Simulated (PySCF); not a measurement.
# C₂H₉AlS: a tour of settings

Aim: see how C₂H₉AlS (`C[S+](C)[AlH3-]`) answers to the choice of functional, basis, grid and SCF options.

Programs: PySCF 2.14.0, with density-fitted response routines of our own. Each step states its level of theory. These are calculated values for one molecule in the gas phase, unless marked as measured. Atoms are numbered from 0 throughout.

**1. The starting structure**

13 atoms, charge 0, multiplicity 1; geometry from: GFN2-xTB.

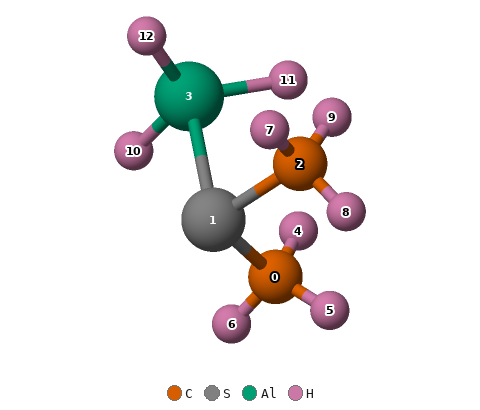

As it starts; carbon orange, sulfur grey, aluminium teal, hydrogen pink, atoms numbered; sticks join atoms by distance.

**2. NMR shieldings: PBE0/pcSseg-1**

The job: settings as JSON, then the geometry in Å.

```
{"job": {"kind": "nmr", "xc": "PBE0", "basis": "pcSseg-1"}, "charge": 0, "multiplicity": 1}
C     -0.337409     1.552255    -0.374480
S     -0.239664     0.384330     1.006678
C     -1.308465    -0.947752     0.399182
Al     1.784939    -0.634366     0.051694
H      0.237146     1.176871    -1.223654
H     -1.378782     1.698494    -0.644372
H      0.089119     2.487376    -0.024557
H     -1.360712    -1.690082     1.189454
H     -2.297551    -0.546074     0.202209
H     -0.879016    -1.390945    -0.498753
H      2.654720     0.659731     0.202933
H      1.190137    -0.933715    -1.382085
H      1.841149    -1.815635     1.078023
```

Method: GIAO PBE0/pcSseg-1 NMR shielding, non-relativistic, gas phase.

Started as:

```console
> OMP_NUM_THREADS=1 python probes_run.py task.json out
```

This one command runs all jobs of the session in turn.

Log:

```text
coarse grid: 11000 points
cycle   1  E = -721.7884233027  dE = -7.364e-03  |g| = 2.355e-01  |ddm| = 2.989e+00
cycle   2  E = -721.7978093558  dE = -9.386e-03  |g| = 1.777e-01  |ddm| = 4.427e-01
cycle   3  E = -721.8050099234  dE = -7.201e-03  |g| = 4.780e-02  |ddm| = 1.757e-01
cycle   4  E = -721.8055978373  dE = -5.879e-04  |g| = 8.240e-03  |ddm| = 5.389e-02
cycle   5  E = -721.8056171167  dE = -1.928e-05  |g| = 1.664e-03  |ddm| = 1.255e-02
cycle   6  E = -721.8056178876  dE = -7.708e-07  |g| = 3.372e-04  |ddm| = 2.625e-03
final grid: 94400 points
cycle   7  E = -721.8309295406  dE = -1.690e-05  |g| = 7.236e-03  |ddm| = 2.163e-02
cycle   8  E = -721.8309230109  dE =  6.530e-06  |g| = 8.833e-03  |ddm| = 1.199e-02
cycle   9  E = -721.8309420080  dE = -1.900e-05  |g| = 3.739e-04  |ddm| = 7.069e-03
cycle  10  E = -721.8309420492  dE = -4.112e-08  |g| = 4.655e-05  |ddm| = 5.294e-04
cycle  11  E = -721.8309420497  dE = -5.479e-10  |g| = 1.658e-05  |ddm| = 8.485e-05
converged SCF energy = -721.8309420497

GIAO shielding tensors (ppm)
atom      isotropic    diamagn.    paramagn.     s11        s22        s33       span
  0 C      158.902     253.010     -94.108    143.612    145.584    187.510     43.899
  1 S      623.315    1058.669    -435.354    457.648    637.664    774.632    316.984
  2 C      158.738     253.075     -94.336    142.386    145.806    188.024     45.638
  3 Al     399.914     794.784    -394.870    362.867    406.190    430.685     67.818
  4 H       28.613      31.045      -2.432     23.089     28.547     34.204     11.115
  5 H       29.785      30.676      -0.892     24.647     27.271     37.436     12.788
  6 H       29.308      30.116      -0.808     24.753     25.881     37.290     12.537
  7 H       29.351      30.178      -0.827     24.911     25.898     37.246     12.334
  8 H       29.665      30.461      -0.796     24.431     27.098     37.464     13.033
  9 H       28.774      31.215      -2.441     23.456     28.454     34.411     10.955
 10 H       27.379      29.477      -2.098     23.802     26.210     32.127      8.325
 11 H       27.737      30.101      -2.363     24.606     27.618     30.988      6.382
 12 H       27.321      29.415      -2.094     23.647     26.031     32.285      8.638
```

It took 28 s on 1 thread, shared host.

The references, computed at this level on geometries of the same kind, shield at (ppm): 1H TMS 31.72, 13C TMS 186.9, 33S CS2 504, 27Al AlH4- 490.0. Their shielding less the atom's gives the shift. The references are single molecules in the gas phase. Shifts against hydride references such as AlH4− lie on their own scale. Atoms listed in one row are averaged.

```
                 atoms                              environment  σ (ppm)  δ (ppm)
                C0, C2                methyl carbon bonded to S    158.8     28.1
         H10, H11, H12     hydrogen on an aluminium bonded to S    27.48     4.24
H4, H5, H6, H7, H8, H9  hydrogen on a methyl carbon bonded to S    29.25     2.47
                    S1                 sulfur bonded to 2 C, Al      623     -120
                   Al3               aluminium bonded to S, 3 H    399.9     90.1
```

The run also stored atomic charges by several schemes (e):

```
 atoms  Mulliken    IAO  Hirshfeld  ESP fit
C0, C2     -0.37  -0.50      -0.10    -0.43
    S1     -0.10   0.28       0.16     0.00
   Al3      0.60   0.37       0.28     0.67
```

Hirshfeld charges:

C0 -0.10; S1 0.16; C2 -0.10; Al3 0.28; H4 0.05; H5 0.06; H6 0.06; H7 0.06; H8 0.05; H9 0.05; H10 -0.19; H11 -0.19; H12 -0.20

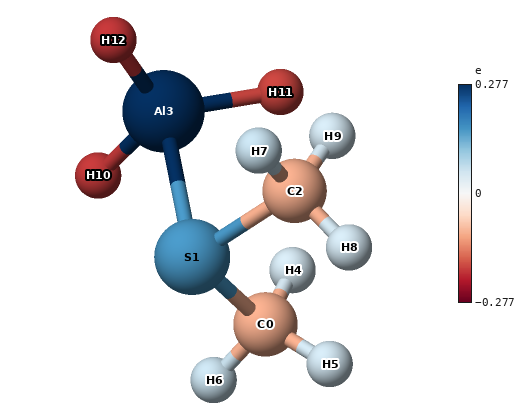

Hirshfeld charges, as colours on the atoms.

Mayer bond orders: C0–S1 0.96, S1–C2 0.97, S1–Al3 0.34.

**3. Excited states and response: PBE0/def2-SVPD**

The job, as its differences from that of step 2:

```diff
@@ -1,2 +1,2 @@
-{"job": {"kind": "nmr", "xc": "PBE0", "basis": "pcSseg-1"}, "charge": 0, "multiplicity": 1}
+{"job": {"kind": "uv", "xc": "PBE0", "basis": "def2-SVPD", "nstates": 6, "ntriplets": 2}, "charge": 0, "multiplicity": 1}
 C     -0.337409     1.552255    -0.374480
```

Method: TDDFT PBE0/def2-SVPD, vertical, gas phase, core orbitals frozen in the response.

Log:

```text
coarse grid: 11000 points
cycle   1  E = -721.5219153214  dE = -3.216e-02  |g| = 2.241e-01  |ddm| = 3.781e+00
cycle   2  E = -721.5313672789  dE = -9.452e-03  |g| = 1.689e-01  |ddm| = 6.644e-01
cycle   3  E = -721.5385667365  dE = -7.199e-03  |g| = 4.582e-02  |ddm| = 2.871e-01
cycle   4  E = -721.5391422444  dE = -5.755e-04  |g| = 9.494e-03  |ddm| = 8.217e-02
cycle   5  E = -721.5391718188  dE = -2.957e-05  |g| = 2.074e-03  |ddm| = 2.242e-02
cycle   6  E = -721.5391731414  dE = -1.323e-06  |g| = 4.221e-04  |ddm| = 5.759e-03
final grid: 94400 points
cycle   7  E = -721.6200195453  dE = -2.419e-05  |g| = 7.100e-03  |ddm| = 6.754e-02
cycle   8  E = -721.6200127645  dE =  6.781e-06  |g| = 8.665e-03  |ddm| = 1.972e-02
cycle   9  E = -721.6200323652  dE = -1.960e-05  |g| = 4.297e-04  |ddm| = 1.113e-02
cycle  10  E = -721.6200324292  dE = -6.404e-08  |g| = 6.739e-05  |ddm| = 1.050e-03
cycle  11  E = -721.6200324307  dE = -1.495e-09  |g| = 1.681e-05  |ddm| = 1.763e-04
cycle  12  E = -721.6200324308  dE = -8.504e-11  |g| = 6.339e-06  |ddm| = 5.202e-05
converged SCF energy = -721.6200324308

Static polarisability (au): isotropic 78.817, principal 70.190 81.477 84.784

Singlet excitations
state   eV       nm        f      main configurations
  1   6.3090    196.5   0.00786   H->L 0.88
  2   6.3463    195.4   0.00072   H->L+1 0.68, H-2->L+1 0.14, H-1->L 0.09
  3   6.5667    188.8   0.00292   H-1->L 0.80, H->L+1 0.08
  4   6.8358    181.4   0.00659   H-1->L+1 0.87, H-2->L 0.09
  5   6.9348    178.8   0.00297   H-2->L+1 0.77, H->L+1 0.19
  6   7.0198    176.6   0.08241   H->L+3 0.55, H->L+2 0.20, H-2->L 0.18

Triplet excitations (Tamm-Dancoff, eV): 5.8445 5.9647
```

It took 36 s on 1 thread, shared host.

The orbitals next to the gap, with their largest atomic shares:

```csv
orbital,eV,atoms
HOMO−3,-9.80,"S1 46 %, C0 12 %, C2 12 %"
HOMO−2,-8.19,"S1 47 %, H11 17 %, Al3 17 %"
HOMO−1,-7.74,"Al3 37 %, H10 31 %, H12 23 %"
HOMO,-7.53,"Al3 31 %, H11 20 %, H12 17 %"
LUMO,0.02,"Al3 29 %, S1 26 %, C2 7 %"
LUMO+1,0.10,"S1 52 %, C0 12 %, C2 12 %"
LUMO+2,0.54,"S1 42 %, Al3 12 %, C0 9 %"
```

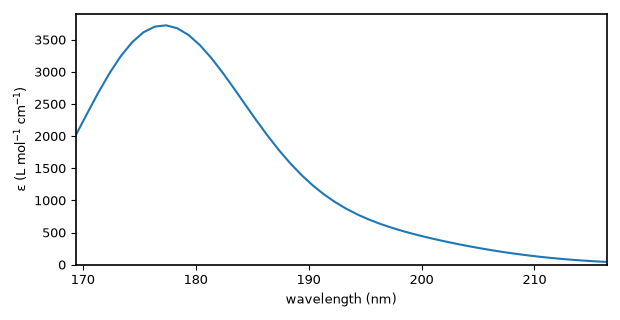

Absorption spectrum: each of the 6 states is a Gaussian band of 0.4 eV half-width at 1/e. Beyond the last state computed it falls off for lack of states.

Ground-state properties from the same run:

```csv
property,computed
dipole moment (D),3.96
polarisability (Å³),11.68
HOMO–LUMO gap (eV),7.55
−ε(HOMO) (eV),7.53
```

**4. Ultraviolet spectrum: wB97X/def2-SVPD**

The job, as its differences from that of step 3:

```diff
@@ -1,2 +1,2 @@
-{"job": {"kind": "uv", "xc": "PBE0", "basis": "def2-SVPD", "nstates": 6, "ntriplets": 2}, "charge": 0, "multiplicity": 1}
+{"job": {"kind": "uv", "xc": "wB97X", "basis": "def2-SVPD", "nstates": 1, "ntriplets": 2, "tda": false, "grid": 3}, "charge": 0, "multiplicity": 1}
 C     -0.337409     1.552255    -0.374480
```

Method: TDDFT wB97X/def2-SVPD, vertical, gas phase, core orbitals frozen in the response.

Log:

```text
coarse grid: 11000 points
cycle   1  E = -721.8377800496  dE =  6.912e-02  |g| = 2.379e-01  |ddm| = 3.732e+00
cycle   2  E = -721.8590069286  dE = -2.123e-02  |g| = 1.102e-01  |ddm| = 5.886e-01
cycle   3  E = -721.8621869524  dE = -3.180e-03  |g| = 3.709e-02  |ddm| = 2.383e-01
cycle   4  E = -721.8626568637  dE = -4.699e-04  |g| = 6.839e-03  |ddm| = 7.798e-02
cycle   5  E = -721.8626745798  dE = -1.772e-05  |g| = 1.948e-03  |ddm| = 1.915e-02
cycle   6  E = -721.8626762548  dE = -1.675e-06  |g| = 4.688e-04  |ddm| = 6.334e-03
final grid: 154568 points
cycle   7  E = -721.9511675359  dE = -4.275e-05  |g| = 2.091e-03  |ddm| = 6.890e-02
cycle   8  E = -721.9511689126  dE = -1.377e-06  |g| = 7.055e-04  |ddm| = 9.311e-03
cycle   9  E = -721.9511690809  dE = -1.683e-07  |g| = 4.083e-04  |ddm| = 2.106e-03
cycle  10  E = -721.9511691315  dE = -5.055e-08  |g| = 5.463e-05  |ddm| = 1.057e-03
cycle  11  E = -721.9511691340  dE = -2.486e-09  |g| = 1.840e-05  |ddm| = 2.584e-04
cycle  12  E = -721.9511691342  dE = -2.079e-10  |g| = 5.009e-06  |ddm| = 7.155e-05
converged SCF energy = -721.9511691342

Static polarisability (au): isotropic 77.822, principal 69.919 80.833 82.714

Singlet excitations
state   eV       nm        f      main configurations
  1   6.6860    185.4   0.00121   H->L+2 0.34, H-2->L+2 0.30

Triplet excitations (Tamm-Dancoff, eV): 6.2849 6.3855
```

Wall time 43 s (1 thread, shared host).

In short: HOMO -9.95 eV, LUMO 1.81 eV; lowest singlet 6.69 eV.

**5. Shielding tensors: PBE0/pcSseg-1**

The job, as its differences from that of step 4:

```diff
@@ -1,2 +1,2 @@
-{"job": {"kind": "uv", "xc": "wB97X", "basis": "def2-SVPD", "nstates": 1, "ntriplets": 2, "tda": false, "grid": 3}, "charge": 0, "multiplicity": 1}
+{"job": {"kind": "nmr", "xc": "PBE0", "basis": "pcSseg-1", "pop": true, "scf": {"aux": "def2-qzvpp-jkfit"}}, "charge": 0, "multiplicity": 1}
 C     -0.337409     1.552255    -0.374480
```

Method: GIAO PBE0/pcSseg-1 NMR shielding, non-relativistic, gas phase.

Log:

```text
final grid: 94400 points
cycle   1  E = -721.8142856958  dE = -7.890e-03  |g| = 2.308e-01  |ddm| = 2.987e+00
cycle   2  E = -721.8239263426  dE = -9.641e-03  |g| = 1.683e-01  |ddm| = 4.372e-01
cycle   3  E = -721.8303638439  dE = -6.438e-03  |g| = 4.732e-02  |ddm| = 1.692e-01
cycle   4  E = -721.8309380784  dE = -5.742e-04  |g| = 8.218e-03  |ddm| = 5.288e-02
cycle   5  E = -721.8309570202  dE = -1.894e-05  |g| = 1.646e-03  |ddm| = 1.239e-02
cycle   6  E = -721.8309577790  dE = -7.588e-07  |g| = 3.371e-04  |ddm| = 2.595e-03
cycle   7  E = -721.8309578068  dE = -2.784e-08  |g| = 6.550e-05  |ddm| = 5.122e-04
cycle   8  E = -721.8309578081  dE = -1.279e-09  |g| = 2.038e-05  |ddm| = 1.136e-04
cycle   9  E = -721.8309578082  dE = -9.663e-11  |g| = 7.899e-06  |ddm| = 2.543e-05
converged SCF energy = -721.8309578082

GIAO shielding tensors (ppm)
atom      isotropic    diamagn.    paramagn.     s11        s22        s33       span
  0 C      158.903     253.010     -94.107    143.612    145.585    187.511     43.899
  1 S      623.314    1058.669    -435.355    457.654    637.660    774.628    316.974
  2 C      158.739     253.075     -94.335    142.387    145.806    188.025     45.638
  3 Al     399.915     794.784    -394.869    362.870    406.191    430.684     67.814
  4 H       28.613      31.045      -2.432     23.089     28.547     34.204     11.115
  5 H       29.785      30.676      -0.892     24.647     27.272     37.436     12.788
  6 H       29.308      30.116      -0.808     24.753     25.881     37.290     12.537
  7 H       29.351      30.178      -0.827     24.911     25.898     37.246     12.334
  8 H       29.665      30.461      -0.796     24.431     27.098     37.465     13.033
  9 H       28.774      31.215      -2.442     23.456     28.454     34.411     10.955
 10 H       27.379      29.477      -2.098     23.802     26.210     32.126      8.325
 11 H       27.737      30.101      -2.363     24.606     27.618     30.988      6.382
 12 H       27.321      29.415      -2.094     23.647     26.031     32.285      8.638
```

It took 26 s on 1 thread, shared host.

In short: δ C0 28.1, S1 -120, Al3 90.1, H10 4.24, H4 2.47 ppm (means over like atoms).

**6. Spin-spin couplings: PBE0/cc-pVDZ**

The job, as its differences from that of step 5:

```diff
@@ -1,2 +1,2 @@
-{"job": {"kind": "nmr", "xc": "PBE0", "basis": "pcSseg-1", "pop": true, "scf": {"aux": "def2-qzvpp-jkfit"}}, "charge": 0, "multiplicity": 1}
+{"job": {"kind": "j", "xc": "PBE0", "basis": "cc-pVDZ"}, "charge": 0, "multiplicity": 1}
 C     -0.337409     1.552255    -0.374480
```

Method: PBE0/cc-pVDZ indirect spin-spin coupling, non-relativistic, gas phase.

Log:

```text
coarse grid: 11000 points
cycle   1  E = -721.8402574432  dE =  3.041e-02  |g| = 2.166e-01  |ddm| = 6.050e+00
cycle   2  E = -721.8497046650  dE = -9.447e-03  |g| = 1.610e-01  |ddm| = 9.921e-01
cycle   3  E = -721.8561815035  dE = -6.477e-03  |g| = 4.365e-02  |ddm| = 3.673e-01
cycle   4  E = -721.8567080423  dE = -5.265e-04  |g| = 8.589e-03  |ddm| = 9.040e-02
cycle   5  E = -721.8567322299  dE = -2.419e-05  |g| = 1.655e-03  |ddm| = 1.784e-02
cycle   6  E = -721.8567331168  dE = -8.869e-07  |g| = 3.237e-04  |ddm| = 4.246e-03
final grid: 94400 points
cycle   7  E = -721.8682806256  dE = -1.405e-05  |g| = 7.646e-03  |ddm| = 5.229e-02
cycle   8  E = -721.8682728149  dE =  7.811e-06  |g| = 9.354e-03  |ddm| = 2.943e-02
cycle   9  E = -721.8682958295  dE = -2.301e-05  |g| = 3.999e-04  |ddm| = 1.623e-02
cycle  10  E = -721.8682958861  dE = -5.665e-08  |g| = 5.012e-05  |ddm| = 9.665e-04
cycle  11  E = -721.8682958869  dE = -8.049e-10  |g| = 1.611e-05  |ddm| = 1.438e-04
converged SCF energy = -721.8682958869

Indirect spin-spin couplings (Hz)
  i      j    bonds     total        FC       PSO       DSO        SD
  0 C    1 S    1     -7.587    -8.711     1.088     0.036         -
  0 C    2 C    2     -0.701    -0.698     0.004    -0.006         -
  0 C    3 Al   2      1.022     1.050    -0.039     0.012         -
  0 C    4 H    1    142.864   141.731     0.345     0.788         -
  0 C    5 H    1    136.082   134.842     0.483     0.757         -
  0 C    6 H    1    137.516   136.319     0.459     0.738         -
  0 C    7 H    3      6.797     7.040     0.243    -0.487         -
  0 C    8 H    3      2.151     2.045     0.056     0.051         -
  0 C    9 H    3      0.930     0.868     0.030     0.032         -
  0 C   10 H    3      1.975     1.884    -0.032     0.123         -
  0 C   11 H    3      5.365     5.283    -0.066     0.149         -
  0 C   12 H    3      4.479     4.737     0.066    -0.323         -
  1 S    2 C    1     -7.653    -8.723     1.034     0.036         -
  1 S    4 H    2     -0.906    -0.960     0.093    -0.039         -
  1 S    5 H    2     -0.852    -1.090     0.283    -0.045         -
  1 S    6 H    2      3.564     3.161     0.436    -0.033         -
  1 S    7 H    2      3.464     3.036     0.461    -0.033         -
  1 S    8 H    2     -0.696    -0.851     0.200    -0.044         -
  1 S    9 H    2     -0.911    -0.981     0.109    -0.040         -
  1 S   10 H    2      3.645     3.632     0.004     0.009         -
  1 S   11 H    2     -0.184    -0.102    -0.076    -0.007         -
  1 S   12 H    2      3.991     3.990    -0.008     0.009         -
  2 C    3 Al   2      0.986     1.060    -0.082     0.008         -
  2 C    4 H    3      0.325     0.295     0.061    -0.031         -
  2 C    5 H    3      3.007     2.871     0.026     0.110         -
  2 C    6 H    3      6.218     6.457     0.241    -0.479         -
  2 C    7 H    1    137.408   136.215     0.456     0.737         -
  2 C    8 H    1    136.195   134.959     0.487     0.749         -
  2 C    9 H    1    142.551   141.437     0.336     0.778         -
  2 C   10 H    3      4.339     4.592     0.066    -0.319         -
  2 C   11 H    3      5.990     5.900    -0.072     0.162         -
  2 C   12 H    3      0.685     0.631    -0.017     0.072         -
  3 Al   4 H    3      1.562     1.426    -0.159     0.295         -
  3 Al   5 H    3      1.040     1.186     0.168    -0.314         -
  3 Al   6 H    3     -0.195    -0.095     0.022    -0.122         -
  3 Al   7 H    3     -0.195    -0.093    -0.020    -0.082         -
  3 Al   8 H    3      1.380     1.543     0.171    -0.334         -
  3 Al   9 H    3      1.215     1.107    -0.137     0.245         -
  3 Al  10 H    1    223.896   224.912    -1.263     0.247         -
  3 Al  11 H    1    212.290   213.310    -1.295     0.276         -
  3 Al  12 H    1    223.772   224.781    -1.251     0.242         -
  4 H    5 H    2     -9.117    -8.903     2.183    -2.398         -
  4 H    6 H    2    -11.146   -10.997     2.180    -2.329         -
  4 H    7 H    4     -1.152    -0.503     0.936    -1.585         -
  4 H    9 H    4      0.848     0.354    -0.554     1.048         -
  4 H   10 H    4      0.449    -0.096    -0.477     1.022         -
  4 H   12 H    4     -0.564     0.452     0.153    -1.170         -
  5 H    6 H    2    -11.557   -11.300     2.254    -2.511         -
  5 H    7 H    4     -0.690    -0.148     0.901    -1.443         -
  5 H    8 H    4      0.771     0.050    -0.944     1.665         -
  5 H   10 H    4      0.184     0.590     0.751    -1.157         -
  5 H   12 H    4      1.543     2.330     0.599    -1.386         -
  6 H    7 H    4      0.907     1.810     1.095    -1.998         -
  6 H    8 H    4     -0.649    -0.131     0.823    -1.341         -
  6 H    9 H    4     -1.176    -0.537     0.972    -1.611         -
  6 H   10 H    4      0.752     0.253    -0.249     0.749         -
  6 H   11 H    4     -0.191     0.029     0.540    -0.760         -
  6 H   12 H    4     -1.021    -0.194     0.427    -1.254         -
  7 H    8 H    2    -11.402   -11.141     2.266    -2.527         -
  7 H    9 H    2    -11.360   -11.187     2.189    -2.361         -
  7 H   10 H    4     -1.021    -0.173     0.419    -1.267         -
  7 H   11 H    4     -0.269    -0.167     0.421    -0.523         -
  7 H   12 H    4      0.725     0.238    -0.309     0.796         -
  8 H    9 H    2     -8.823    -8.577     2.214    -2.460         -
  8 H   10 H    4      1.695     2.460     0.609    -1.373         -
  8 H   12 H    4     -0.416     0.032     0.720    -1.168         -
  9 H   10 H    4     -0.662     0.225     0.160    -1.047         -
  9 H   11 H    4      0.186    -1.115    -1.288     2.590         -
  9 H   12 H    4      0.254     0.022    -0.245     0.477         -
 10 H   11 H    2      8.228     9.698     0.170    -1.640         -
 10 H   12 H    2      5.666     7.467     0.238    -2.039         -
 11 H   12 H    2      9.192    10.707     0.176    -1.691         -
```

Run time: 20 s. Hardware: 1 thread, shared host.

This basis has no tight s functions, so the Fermi-contact terms are rough.

Couplings of 1 Hz or more, nine at most for each number of bonds, with means over like pairs (isotopes 27Al, 13C, 1H, 33S):

| pair | bonds | J (Hz) | Fermi contact (Hz) |
| --- | --- | --- | --- |
| Al3–H10 | 1 | 220.0 | 221.0 |
| C0–H4 | 1 | 138.8 | 137.6 |
| C0–S1 | 1 | -7.6 | -8.7 |
| H4–H5 | 2 | -10.6 | -10.4 |
| H10–H11 | 2 | 7.7 | 9.3 |
| S1–H10 | 2 | 2.5 | 2.5 |
| C0–Al3 | 2 | 1.0 | 1.1 |
| C0–H10 | 3 | 3.8 | 3.8 |
| C0–H7 | 3 | 3.2 | 3.3 |

The spin-dipole term was not solved, so all couplings lack that part.

The response was solved for the nuclei of C, H alone, so couplings that need other nuclei can be missing.

Quadrupole couplings from the field gradients of the same density:

| atom | isotope | eQq/h (MHz) | η |
| --- | --- | --- | --- |
| S1 | 33S | 32.6 | 0.76 |
| Al3 | 27Al | 29.9 | 0.13 |

Joined with the shifts from before (PBE0/pcSseg-1, unscaled), the couplings predict the line list below for 600 MHz. Couplings to quadrupolar nuclei are left out.

1H NMR δ 4.24 (br, 3H), 2.47 (s, 6H).

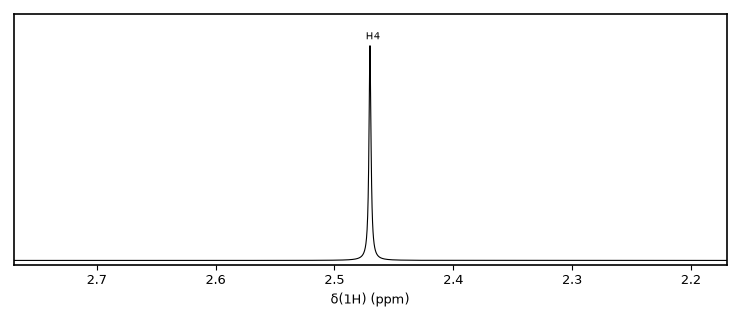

Simulated proton spectrum at 600 MHz, by exact diagonalisation of each spin system; lines 1.2 Hz wide, exchangeable protons uncoupled, protons on B, Al or Ga left out.

**7. Run by run: electronic excitations**

Excitations and ground-state properties, with basis size and wall time:

```
            run  lowest singlet (eV)  brightest (eV)      f  gap (eV)  α (Å³)  μ (D)  functions  time
 PBE0/def2-SVPD                 6.31            7.02  0.082      7.55   11.68   3.96        163  36 s
wB97X/def2-SVPD                 6.69            6.69  0.001     11.76   11.53   3.97        163  43 s
```

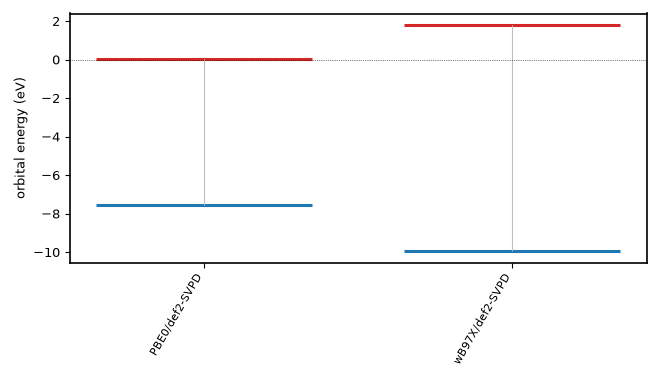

HOMO (blue) and LUMO (red) run by run.

**8. What came out**

| quantity | value |
| --- | --- |
| 13C shifts against TMS (PBE0/pcSseg-1, means over atoms taken as alike) | 28.1 ppm |
| 1H shifts against TMS (PBE0/pcSseg-1, means over atoms taken as alike) | 4.24, 2.47 ppm |
| 33S shifts against CS2 (PBE0/pcSseg-1) | -120 ppm |
| 27Al shifts against AlH4- (PBE0/pcSseg-1) | 90.1 ppm |
| lowest singlet (PBE0/def2-SVPD) | 6.31 eV (197 nm), f = 0.008 |
| brightest single state of those computed | state 6, 7.02 eV, f = 0.082 |
| lowest triplet | 5.84 eV |
| largest coupling of the table (PBE0/cc-pVDZ) | 1J(Al,H) Al3–H10, 220.0 Hz |
| range of the lowest singlet | 6.31 to 6.69 eV |

**Reading.** Single values in the summary come from the first run of each kind that ended normally (PBE0/pcSseg-1; PBE0/def2-SVPD; PBE0/cc-pVDZ), which need not be the best level. At PBE0/pcSseg-1: Shielding is most anisotropic at S1 (span 317 ppm, paramagnetic term -435 ppm). The first singlet state (HOMO→LUMO 0.88) lies at 6.31 eV and is weak; of the 6 states computed, the strongest absorption comes from state 6 at 7.02 eV (the last computed, so partners may be missing). The lowest triplet lies 0.46 eV below the lowest singlet (triplets in Tamm-Dancoff, singlets in full TDDFT). Of the pairs tabulated at PBE0/cc-pVDZ, Al3–H10 (mean over like pairs) couples most strongly (220.0 Hz; Fermi contact 221.0 Hz). The lowest singlet runs from 6.31 eV (PBE0/def2-SVPD) to 6.69 eV (wB97X/def2-SVPD), while the orbital gap spans 7.55 to 11.76 eV: the excitation energy moves far less from run to run than the orbital gap does. The lowest state need not be the same one in every run. The runs solved for a few states only, so the brightest column depends on that window. Couplings from bases without tight functions are rough.
